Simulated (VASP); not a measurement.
# RbOsCl3 with RPBE: from relaxation to properties

What structure does RbOsCl3 take at this level, and what are its properties? The steps: rough relaxation of the start cell, relaxing cell and atoms (RPBE), single point with fields (RPBE), bands along the symmetry lines (RPBE), density of states (RPBE), bands along the symmetry lines (HSE06), volume scan with RPBE and fit for RPBE. The cell is invented: it takes the structure of a Materials Project entry for RbPdCl3 (space group 221 there), with some of its atoms replaced by other elements, volume scaled by an estimate. It may not be a known or stable phase. Left out of this account: 1 further run (relaxation: a spoilt try).

Program: VASP 6.6.1. Level of theory: RPBE, no spin polarisation; plane waves and PAW (Os, Rb_sv, Cl), in the first sound run; inputs show where later runs differ. Results are calculated unless marked as measured.

## Step 1: The starting structure

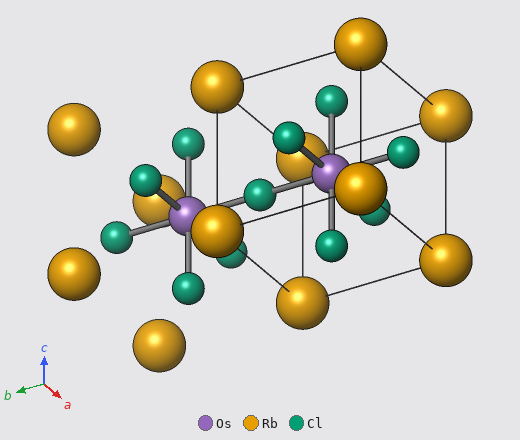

The cell as given, from a free direction (osmium purple, rubidium orange, chlorine teal). 1×2×1 cells are drawn. Some periodic images of atoms are drawn too.

Coordinates:

```xyz
5
Lattice="4.9340 0.0000 0.0000 0.0000 4.9340 0.0000 0.0000 0.0000 4.9340" Properties=species:S:1:pos:R:3 pbc="T T T"
Os    2.4670    2.4670    2.4670
Rb    0.0000    0.0000    0.0000
Cl    0.0000    2.4670    2.4670
Cl    2.4670    0.0000    2.4670
Cl    2.4670    2.4670    0.0000
```

## Step 2: Rough relaxation of the start cell

The start is only an estimate, so a cheap relaxation brings it near a minimum before any careful run. RPBE by itself binds more weakly than PBE and expands cells.

Contents of INCAR:

```
SYSTEM = RbOsCl3
PREC = Normal
ENCUT = 400
EDIFF = 1E-05
NELM = 60
ISMEAR = -1
SIGMA = 0.05
LREAL = .FALSE.
ALGO = Fast
GGA = RP
NBANDS = 25
LORBIT = 11
LWAVE = .FALSE.
LCHARG = .FALSE.
KPAR = 2
IBRION = 2
NSW = 40
ISIF = 3
EDIFFG = -0.04
```

Contents of POSCAR:

```
RbOsCl3
1.0
    4.9339700000      0.0000000000      0.0000000000
    0.0000000000      4.9339700000      0.0000000000
    0.0000000000      0.0000000000      4.9339700000
Os Rb Cl
1 1 3
Direct
    0.5000000000      0.5000000000      0.5000000000
    0.0000000000      0.0000000000      0.0000000000
    0.0000000000      0.5000000000      0.5000000000
    0.5000000000      0.0000000000      0.5000000000
    0.5000000000      0.5000000000      0.0000000000
```

Contents of KPOINTS:

```
Automatic mesh
0
Gamma
4 4 4
0 0 0
```

The projector-augmented-wave data sets are Os, Rb_sv and Cl (PBE family, release 64).

Command:

```
$ mpirun -np 2 vasp_std
```

Output:

```text
[banner, memory and clock lines left out]
running    2 mpi-ranks, on    1 nodes
 distrk:  each k-point on    1 cores,    2 groups
 distr:  one band on    1 cores,    1 groups

 POSCAR found type information on POSCAR OsRbCl
 POSCAR found :  3 types and       5 ions
|                                                                             |
|               ----> ADVICE to this user running VASP <----                  |
|                                                                             |
|     You enforced a specific xc type in the INCAR file but a different       |
|     [... a line on the potential file left out ...]
|     I HOPE YOU KNOW WHAT YOU ARE DOING!                                     |
|                                                                             |

 LDA part: xc-table for (Slater+PW92), standard interpolation
 POSCAR, INCAR and KPOINTS ok, starting setup
 FFT: planning ... GRIDC
 FFT: planning ... GRID_SOFT
 FFT: planning ... GRID
 WAVECAR not read
 entering main loop
       N       E                     dE             d eps       ncg     rms          rms(c)
DAV:   1     0.231187732441E+03    0.23119E+03   -0.15315E+04   500   0.111E+03
DAV:   2    -0.305342105371E+01   -0.23424E+03   -0.23001E+03   695   0.284E+02
DAV:   3    -0.187727099346E+02   -0.15719E+02   -0.15634E+02   656   0.709E+01
DAV:   4    -0.192056115067E+02   -0.43290E+00   -0.43248E+00   766   0.123E+01
DAV:   5    -0.192128398128E+02   -0.72283E-02   -0.72280E-02   658   0.135E+00    0.167E+01
RMM:   6    -0.185447413576E+02    0.66810E+00   -0.24228E+00   518   0.586E+00    0.935E+00
RMM:   7    -0.185785646400E+02   -0.33823E-01   -0.35181E-01   514   0.313E+00    0.439E+00
RMM:   8    -0.185898926581E+02   -0.11328E-01   -0.62914E-02   510   0.141E+00    0.613E-01
RMM:   9    -0.185912039775E+02   -0.13113E-02   -0.13533E-02   562   0.579E-01    0.243E-01
RMM:  10    -0.185919220398E+02   -0.71806E-03   -0.32998E-03   514   0.353E-01    0.548E-02
RMM:  11    -0.185920159328E+02   -0.93893E-04   -0.83518E-04   576   0.159E-01    0.405E-02
RMM:  12    -0.185920346947E+02   -0.18762E-04   -0.17755E-04   524   0.656E-02    0.517E-02
RMM:  13    -0.185920594905E+02   -0.24796E-04   -0.11281E-04   502   0.579E-02    0.329E-02
RMM:  14    -0.185920670124E+02   -0.75219E-05   -0.44432E-05   386   0.303E-02
   1 F= -.18592067E+02 E0= -.18563196E+02  d E =-.185921E+02
 curvature:   0.00 expect dE= 0.000E+00 dE for cont linesearch  0.000E+00
 trial: gam= 0.00000 g(F)=  0.000E+00 g(S)=  0.719E-01 ort = 0.000E+00 (trialstep = 0.100E+01)
 search vector abs. value=  0.719E-01
 bond charge predicted
       N       E                     dE             d eps       ncg     rms          rms(c)
DAV:   1    -0.190153908411E+02   -0.42333E+00   -0.91643E+00   591   0.166E+01    0.395E+00
RMM:   2    -0.186901447377E+02    0.32525E+00   -0.53241E-01   501   0.399E+00    0.181E+00
RMM:   3    -0.186196450137E+02    0.70500E-01   -0.39337E-01   500   0.313E+00    0.833E-01
RMM:   4    -0.186228216200E+02   -0.31766E-02   -0.28420E-02   525   0.122E+00    0.464E-01
RMM:   5    -0.186235333521E+02   -0.71173E-03   -0.88060E-03   567   0.458E-01    0.975E-02
RMM:   6    -0.186236254210E+02   -0.92069E-04   -0.17274E-03   569   0.222E-01    0.104E-01
RMM:   7    -0.186236869262E+02   -0.61505E-04   -0.47889E-04   576   0.111E-01    0.410E-02
RMM:   8    -0.186237077694E+02   -0.20843E-04   -0.19561E-04   457   0.579E-02    0.317E-02
RMM:   9    -0.186237183316E+02   -0.10562E-04   -0.10540E-04   387   0.411E-02    0.500E-03
RMM:  10    -0.186237279399E+02   -0.96082E-05   -0.63150E-05   339   0.263E-02
   2 F= -.18623728E+02 E0= -.18594129E+02  d E =-.316609E-01
 trial-energy change:   -0.031661  1 .order   -0.032680   -0.071876    0.006516
 step:   0.9105(harm=  0.9169)  dis= 0.00000  next Energy=   -18.624020 (dE=-0.320E-01)
 reached required accuracy - stopping structural energy minimisation
```

Run time: 9.6 s. Hardware: 2 MPI ranks of Intel Xeon Platinum 8488C (Sapphire Rapids), shared host; peak memory 0.28 GiB.

The logs omit lines about the potential files and the build; timing stands in the text.

OUTCAR, selected parts (step 2):

```text
ion  position               nearest neighbor table
   1  0.500  0.500  0.500-   3 2.47   4 2.47   5 2.47   5 2.47   4 2.47   3 2.47   2 4.27   2 4.27
                             2 4.27   2 4.27   2 4.27   2 4.27   2 4.27   2 4.27
   2  0.000  0.000  0.000-   3 3.49   4 3.49   5 3.49   3 3.49   4 3.49   3 3.49   5 3.49   3 3.49
                             4 3.49   5 3.49   4 3.49   5 3.49   1 4.27   1 4.27   1 4.27   1 4.27
   3  0.000  0.500  0.500-   1 2.47   1 2.47   2 3.49   2 3.49   2 3.49   2 3.49
   4  0.500  0.000  0.500-   1 2.47   1 2.47   2 3.49   2 3.49   2 3.49   2 3.49
   5  0.500  0.500  0.000-   1 2.47   1 2.47   2 3.49   2 3.49   2 3.49   2 3.49

  LATTYP: Found a simple cubic cell.
 ALAT       =     4.9339700000

 Subroutine GETGRP returns: Found 48 space group operations
 (whereof 48 operations were pure point group operations)

The static configuration has the point symmetry O_h .

 Found     10 irreducible k-points:

   k-points           NKPTS =     10   k-points in BZ     NKDIM =     10   number of bands    NBANDS=     25

   dimension x,y,z NGX =    24 NGY =   24 NGZ =   24
   dimension x,y,z NGXF=    48 NGYF=   48 NGZF=   48

   ENCUT  =  400.0 eV  29.40 Ry    5.42 a.u.   8.05  8.05  8.05*2*pi/ulx,y,z

   NELECT =      38.0000    total number of electrons

 k-points in reciprocal lattice and weights: Automatic mesh
   0.00000000  0.00000000  0.00000000       0.016
   0.25000000  0.00000000  0.00000000       0.094
   0.50000000  0.00000000  0.00000000       0.047
   0.25000000  0.25000000  0.00000000       0.188
   0.50000000  0.25000000  0.00000000       0.188
   0.50000000  0.50000000  0.00000000       0.047
   0.25000000  0.25000000  0.25000000       0.125
   0.50000000  0.25000000  0.25000000       0.188
   0.50000000  0.50000000  0.25000000       0.094
   0.50000000  0.50000000  0.50000000       0.016

 average (electrostatic) potential at core
       1 -48.6901       2 -36.1135       3 -93.4332       4 -93.4332       5 -93.4332

 E-fermi :   3.0675

 k-point     1 :       0.0000    0.0000    0.0000
  band No.  band energies     occupation
    ...
     17       1.6193      2.00000
     18       1.6193      2.00000
     19       1.6193      2.00000
     20       2.5585      1.99992
     21       2.5585      1.99992
     22       4.4500      0.00000
     23       6.6812      0.00000
     24       7.7094      0.00000
     25       7.7094      0.00000

 k-point     2 :       0.2500    0.0000    0.0000
  band No.  band energies     occupation
    ...
     16      -0.2592      2.00000
     17       1.6342      2.00000
     18       2.3000      2.00000
     19       2.3000      2.00000
     20       2.5611      1.99992
     21       3.2274      0.07853
     22       5.9958      0.00000
     23       7.4121      0.00000
     24       8.2215      0.00000
     25       8.3357      0.00000

 k-point     3 :       0.5000    0.0000    0.0000
  band No.  band energies     occupation
    ...
     16      -0.3094      2.00000
     17       1.6493      2.00000
     18       2.5637      1.99992
     19       2.8781      1.95568
     20       2.8781      1.95568
     21       3.3875      0.00332
     22       8.4365      0.00000
     23       8.6037      0.00000
     24       9.1477      0.00000
     25       9.1538      0.00000

  Total       -0.1428650     -0.1428650     -0.1428650      0.0000000     -0.0000000      0.0000000
  in kB       -1.8213225     -1.8213225     -1.8213225      0.0000000     -0.0000000      0.0000000
  external PRESSURE =      -1.8213225 kB  Pullay stress =       0.0000000 kB

  energy-cutoff  :      400.00
  volume of cell :      125.68
      direct lattice vectors                 reciprocal lattice vectors
     5.008986846 -0.000000000  0.000000000     0.199641171  0.000000000  0.000000000
     0.000000000  5.008986846 -0.000000000     0.000000000  0.199641171 -0.000000000
     0.000000000  0.000000000  5.008986846    -0.000000000  0.000000000  0.199641171

 POSITION                                       TOTAL-FORCE (eV/Angst)
 -----------------------------------------------------------------------------------
      2.50449      2.50449      2.50449         0.000000      0.000000      0.000000
      0.00000      0.00000      0.00000         0.000000     -0.000000      0.000000
      0.00000      2.50449      2.50449         0.000000      0.000000      0.000000
      2.50449     -0.00000      2.50449         0.000000      0.000000      0.000000
      2.50449      2.50449      0.00000         0.000000     -0.000000      0.000000
 -----------------------------------------------------------------------------------
    total drift:                                0.000000     -0.000000     -0.000000

  FREE ENERGIE OF THE ION-ELECTRON SYSTEM (eV)
  ---------------------------------------------------
  free  energy   TOTEN  =       -18.6237279399 eV

  energy  without entropy=      -18.5645299196  energy(sigma->0) =      -18.59412893

 reached required accuracy - stopping structural energy minimisation

 total charge
# of ion       s       p       d       tot
------------------------------------------
    1        0.398   0.331   6.035   6.763
    2        1.937   5.362   0.015   7.314
    3        1.602   3.507   0.000   5.109
    4        1.602   3.507   0.000   5.109
    5        1.602   3.507   0.000   5.109
--------------------------------------------------
tot          7.142  16.214   6.050  29.406

[... 3 further parts left out ...]
```

CONTCAR:

```
RbOsCl3
   1.00000000000000
     5.0089868455645954   -0.0000000000000000    0.0000000000000000
     0.0000000000000000    5.0089868455645954   -0.0000000000000000
     0.0000000000000000    0.0000000000000000    5.0089868455645954
  Os              Rb              Cl
     1     1     3
Direct
     0.5000000000000000    0.5000000000000000    0.5000000000000000
     0.0000000000000000    0.0000000000000000    0.0000000000000000
     0.0000000000000000    0.5000000000000000    0.5000000000000000
     0.5000000000000000    0.0000000000000000    0.5000000000000000
     0.5000000000000000    0.5000000000000000    0.0000000000000000
```

This run has no spin polarisation, although Os can carry a moment. The k-mesh is coarse for a metal. LASPH is off, so gradient terms of the non-spherical density inside the spheres are left out; for open d or f shells this can shift gaps and moments. This relaxation is a rough one on cheap settings, only to bring the start near its minimum. The PAW data sets were made with PBE, which is usual practice but a small mismatch for other functionals. The run keeps the 48 symmetry operations of its start, so it cannot find a distortion of lower symmetry.

The steps of the relaxation:

| step | energy less that of the first step (eV) | largest force (eV/Å) | pressure (GPa) | volume (Å³) |
| --- | --- | --- | --- | --- |
| 1 | 0.0000 | 0.0000 | 2.10 | 120.11 |
| 2 | -0.0317 | 0.0000 | -0.18 | 125.68 |

| conventional cell, symmetrised | before | after | change |
| --- | --- | --- | --- |
| a (Å) | 4.934 | 5.009 | +1.5 % |
| b (Å) | 4.934 | 5.009 | +1.5 % |
| c (Å) | 4.934 | 5.009 | +1.5 % |
| volume (Å³/atom) | 24.02 | 25.14 | +4.6 % |

The relaxed structure:

```xyz
5
Lattice="5.0090 0.0000 0.0000 0.0000 5.0090 0.0000 0.0000 0.0000 5.0090" Properties=species:S:1:pos:R:3 pbc="T T T"
Os    2.5045    2.5045    2.5045
Rb    0.0000    0.0000    0.0000
Cl    0.0000    2.5045    2.5045
Cl    2.5045    0.0000    2.5045
Cl    2.5045    2.5045    0.0000
```

Numbers from this step:

| Property | Result |
| --- | --- |
| electrons | 38 |
| bands | 25 |
| irreducible k-points | 10 |
| symmetry operations | 48 |
| free energy (TOTEN) | -18.62 eV |
| energy at zero smearing | -18.59 eV |
| Fermi energy | 3.067 eV |
| pressure | -0.1821 GPa |
| metallic | yes |
| SCF cycles over all ionic steps | 24 |

It ends with forces that vanish by symmetry and a pressure of -0.18 GPa.

(Part 1 of 5 ends here.)

[Lines on the potential files, build, host, timing and source positions are cut from VASP's logs without a mark.]

[Logs are printed without paths, hosts, clocks, repeated set-up lines and the standing remarks that a program may print on its own settings, such as how far it seeks lower states.]

[Hosts, paths, dates, database ids (printed as entryN), source tags and the programs' standing remarks are cut or masked in the printed files.]

[A measured line is paired with the nearest computed mode of its activity, which favours agreement.]

[In band tables of VASP the shares of atoms and orbitals are scaled to a sum of 1 inside the atoms' spheres.]
